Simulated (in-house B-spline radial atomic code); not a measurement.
# Sm¹⁰⁺: excited configurations

How much energy does it take to promote electrons of Sm¹⁰⁺ to other shells? Each configuration is solved by itself and compared with the reference.

Program: in-house B-spline radial atomic code version 1. Level of theory: Dirac-Hartree-Fock, average of configuration, Fermi nucleus, basis-set limit. These are calculated values, not measurements, unless marked.

### Step 1. The system

```
element       : samarium (Z = 62)
charge        : +10
electrons     : 52
configuration : [Kr] 4d10 4f4 5s2
Hamiltonian   : Dirac-Coulomb
nucleus       : Fermi, rms radius 5.082 fm
```

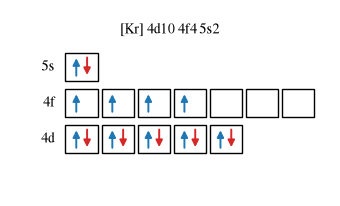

The shells outside the core, filled by Hund's rule for the drawing.

The boxes draw the filling by Hund's rule, which heavy ions in jj coupling don't follow; these runs average over all states of the configuration.

Input settings:

```ini
Z = 62
electrons = 52.0
configuration = [Kr] 4d10 4f4 5s2
hamiltonian = dirac
method = hf
spin_polarised = False
nucleus = fermi
rms_radius = 5.0819
mass_number = 152
atomic_mass = 151.919738646
speed_of_light = 137.035999084
```

From the earlier run of the reference: total energy -10402.615940 hartree. Levels, eight at most:

```
orbital  occupation  energy (eV)  <r> (bohr)
  4s1/2           2      -534.63      0.5758
  4p1/2           2      -461.34      0.5905
  4p3/2           4      -433.26      0.6164
  4d3/2           4      -311.64      0.6509
  4d5/2           6      -306.49      0.6603
  5s1/2           2      -186.84       1.253
  4f5/2     1.71429      -170.59      0.7582
  4f7/2     2.28571      -169.95      0.7631
```

### Step 2. Configuration [Kr] 4d10 4f3 5s2 9f1

Input settings:

```ini
Z = 62
electrons = 52.0
configuration = [Kr] 4d10 4f3 5s2 9f1
hamiltonian = dirac
method = hf
spin_polarised = False
nucleus = fermi
rms_radius = 5.0819
mass_number = 152
atomic_mass = 151.919738646
speed_of_light = 137.035999084
```

### Step 3. [Kr] 4d9 4f4 5s2 9p1

Changes to the settings of step 2:

```diff
@@ -2,3 +2,3 @@
 electrons = 52.0
-configuration = [Kr] 4d10 4f3 5s2 9f1
+configuration = [Kr] 4d9 4f4 5s2 9p1
 hamiltonian = dirac
```

### Step 4. [Kr] 4d10 4f3 5s2 5d1

Changes to the settings of step 3:

```diff
@@ -2,3 +2,3 @@
 electrons = 52.0
-configuration = [Kr] 4d9 4f4 5s2 9p1
+configuration = [Kr] 4d10 4f3 5s2 5d1
 hamiltonian = dirac
```

### Step 5. Configuration [Kr] 4d10 4f3 5s2 6g1

Changes to the settings of step 4:

```diff
@@ -2,3 +2,3 @@
 electrons = 52.0
-configuration = [Kr] 4d10 4f3 5s2 5d1
+configuration = [Kr] 4d10 4f3 5s2 6g1
 hamiltonian = dirac
```

### Step 6. [Kr] 4d9 4f4 5s2 5p1

Changes to the settings of step 5:

```diff
@@ -2,3 +2,3 @@
 electrons = 52.0
-configuration = [Kr] 4d10 4f3 5s2 6g1
+configuration = [Kr] 4d9 4f4 5s2 5p1
 hamiltonian = dirac
```

### Step 7. [Kr] 4d10 4f3 5s2 6s1

Changes to the settings of step 6:

```diff
@@ -2,3 +2,3 @@
 electrons = 52.0
-configuration = [Kr] 4d9 4f4 5s2 5p1
+configuration = [Kr] 4d10 4f3 5s2 6s1
 hamiltonian = dirac
```

How far above the reference does each configuration lie (order and size, in eV)?

As calculated:

| net move | configuration | energy above the reference (eV) | with Breit, QED, recoil (eV) | largest <r> (bohr) |
| --- | --- | --- | --- | --- |
| 4f → 5d | [Kr] 4d10 4f3 5s2 5d1 | 40.660 | 40.790 | 1.57 |
| 4f → 6s | [Kr] 4d10 4f3 5s2 6s1 | 64.475 | 64.666 | 2.22 |
| 4f → 6g | [Kr] 4d10 4f3 5s2 6g1 | 121.02 | 121.14 | 3.84 |
| 4d → 5p | [Kr] 4d9 4f4 5s2 5p1 | 138.32 | 138.34 | 1.36 |
| 4f → 9f | [Kr] 4d10 4f3 5s2 9f1 | 144.11 | 144.22 | 8.92 |
| 4d → 9p | [Kr] 4d9 4f4 5s2 9p1 | 274.08 | 274.00 | 7.18 |

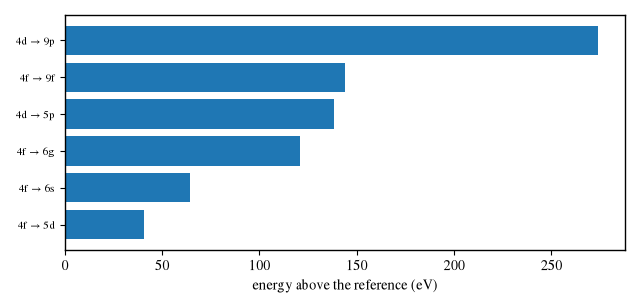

Energy of each configuration above the reference.

Quantum defects of the promoted electron, δ = n − ζ/√(−2ε) with ζ = 11 and ε its orbital energy in hartree:

| promotion | δ |
| --- | --- |
| 4f → 6s | 2.010 |
| 4f → 6g | 0.071 |
| 4f → 9f | 0.674 |
| 4d → 9p | 1.734 |

At the bottom stands 4f → 5d (40.660 eV), at the top 4d → 9p (274.08 eV). 1 of them lies more than 2 % above the ionisation threshold that Koopmans' theorem gives (169.95 eV), where such states can decay by emitting an electron. Of those tabulated, the defect is largest for 6s (2.01) and least for 6g (0.07): low angular momentum penetrates the core, high angular momentum stays outside it. Two partly filled shells share a symmetry and can mix in the average, which may lower the energy, for: 4f → 9f. These are averages over configurations, without correlation, not spectroscopic levels.
